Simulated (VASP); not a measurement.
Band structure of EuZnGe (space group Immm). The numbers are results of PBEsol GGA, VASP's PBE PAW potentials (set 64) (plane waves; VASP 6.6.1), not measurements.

The 4f electrons are frozen in the core of the lanthanide potential, so 4f levels, which can set the real gap, and their magnetism are missing.

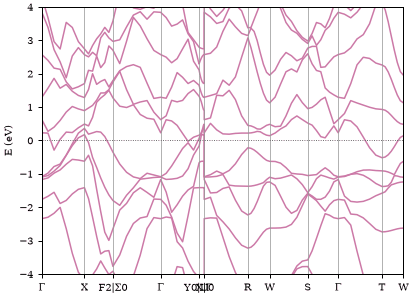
Bands along high-symmetry lines, zero at the valence-band maximum or, without a gap, the Fermi level

### Question
Read the plot: is there a gap, and where are the band edges?

### Answer
It has no gap at this level: it comes out as a metal or semimetal. (Edges off the drawn lines would not show.)

The structure comes from a computed database's EuZnGe entry (Immm); how it stands against other phases isn't given here. It was relaxed first, which changed the volume by -13 %.
